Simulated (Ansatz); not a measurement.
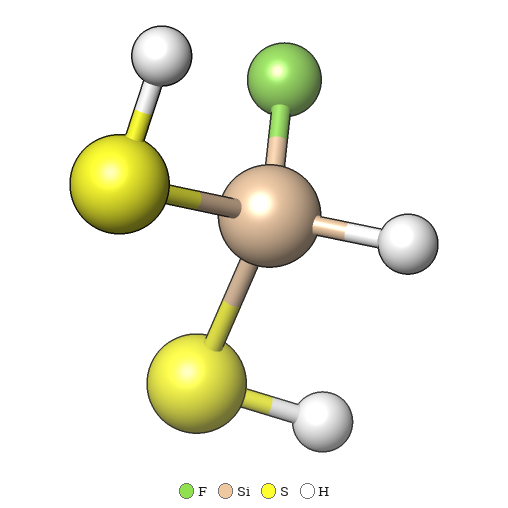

A ball-and-stick model of a molecule. Every bond is drawn as one stick, whatever its order.

Computed geometry: PBE0-D4/def2-TZVP optimisation.

What does the picture show?

Formula FH₃S₂Si. Its SMILES string is `F[SiH](S)S`. It has no ring. Among its groups: Si–H bond. Coordination: 1 Si tetrahedral; 2 S bent.

More results for the same structure follow; atom numbers are the same in all pictures, views and colours differ.

Shape

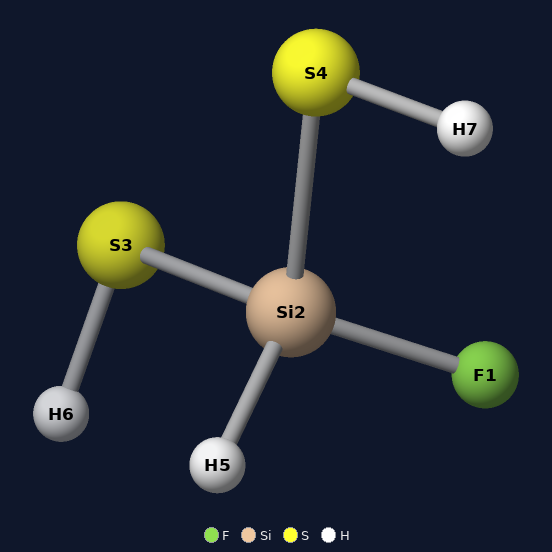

The atoms are numbered.

Estimate the angles F1–Si2–S3, F1–Si2–S4, F1–Si2–H5, S3–Si2–S4, S3–Si2–H5, S4–Si2–H5, Si2–S3–H6, Si2–S4–H7.

| angle | degrees |
| --- | --- |
| F1–Si2–S3 | 113.1 |
| F1–Si2–S4 | 108.8 |
| F1–Si2–H5 | 105.2 |
| S3–Si2–S4 | 104.7 |
| S3–Si2–H5 | 110.5 |
| S4–Si2–H5 | 114.8 |
| Si2–S3–H6 | 93.3 |
| Si2–S4–H7 | 93.2 |

Electronic properties

Method: RKS r2SCAN0-D4/def2-TZVPP (Ansatz 0.2.0).

Computed properties:

- HOMO energy (Kohn–Sham orbital): −8.12 eV
- LUMO energy (Kohn–Sham orbital): 0.00 eV
- HOMO–LUMO gap: 8.12 eV
- dispersion correction: −5.1 kJ/mol

Vibrations

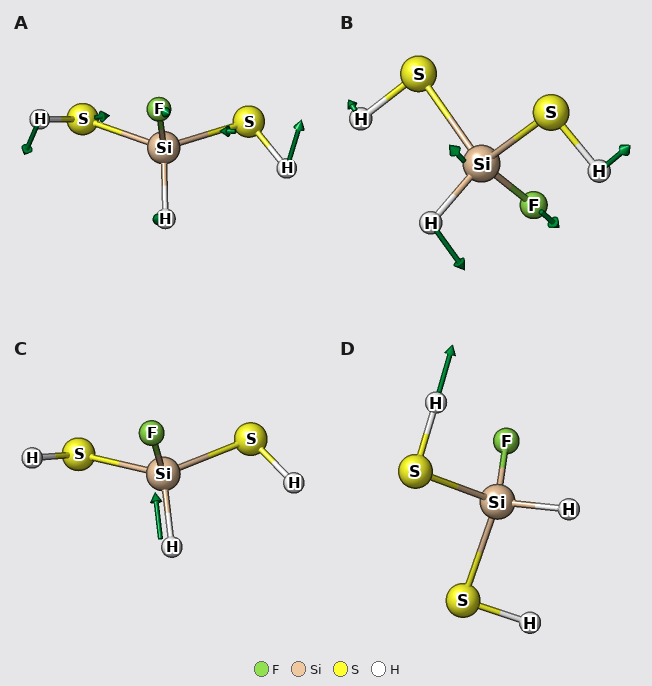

4 normal modes of one molecule or complex, as arrows. Harmonic vibrations computed with RKS PBE0-D4/def2-TZVP (Ansatz 0.2.0) at a stationary point of the same level.

Question: Match the panels to the wavenumbers 144 cm⁻¹, 903 cm⁻¹, 2263 cm⁻¹, 2702 cm⁻¹.

Answer: A: 144 cm⁻¹
B: 903 cm⁻¹
C: 2263 cm⁻¹, Si–H stretching
D: 2702 cm⁻¹, S–H stretching

Thermal motion

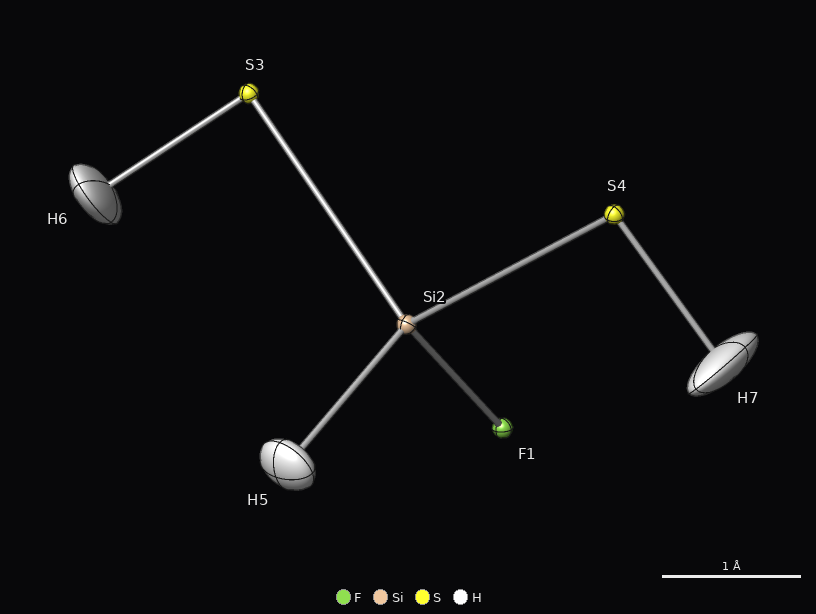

Displacement ellipsoids at the 50 % level, from the internal vibrations of the free molecule (harmonic, no overall translation or rotation; no half-axis is drawn under 0.075 Å). Vibrations computed with RKS PBE0-D4/def2-TZVP (Ansatz 0.2.0). Temperature: 0 K (zero-point motion alone).

Give the displacement parameters, one line for each set of equivalent atoms. Atoms whose distances differ by more than 0.02 Å in this geometry are listed apart.

| atom | U_eq (Å²) | rms amplitudes (Å) |
| --- | --- | --- |
| F1 | 0.0017 | 0.022, 0.044, 0.051 |
| Si2 | 0.0010 | 0.029, 0.030, 0.035 |
| S3 | 0.00082 | 0.013, 0.028, 0.039 |
| S4 | 0.00081 | 0.014, 0.027, 0.039 |
| H5 | 0.0172 | 0.091, 0.142, 0.153 |
| H6 | 0.0382 | 0.082, 0.155, 0.290 |
| H7 | 0.0399 | 0.084, 0.158, 0.296 |

Charges

The questions are on Mulliken charges. Method: RKS ωB97M-V/def2-TZVPP (Ansatz 0.2.0).

Question: Which atom carries the highest charge (most positive or least negative)?

Answer: Si2 (0.52 e).

Question: And the lowest?

Answer: F1 (−0.30 e).

Give the Mulliken charges atom by atom.

```json
{"atom": "F1", "value (e)": "−0.30"}
{"atom": "Si2", "value (e)": "0.52"}
{"atom": "S3", "value (e)": "−0.22"}
{"atom": "S4", "value (e)": "−0.22"}
{"atom": "H5", "value (e)": "−0.03"}
{"atom": "H6", "value (e)": "0.12"}
{"atom": "H7", "value (e)": "0.12"}
```

Mulliken values depend strongly on the basis set and can even reverse the polarity of a bond.
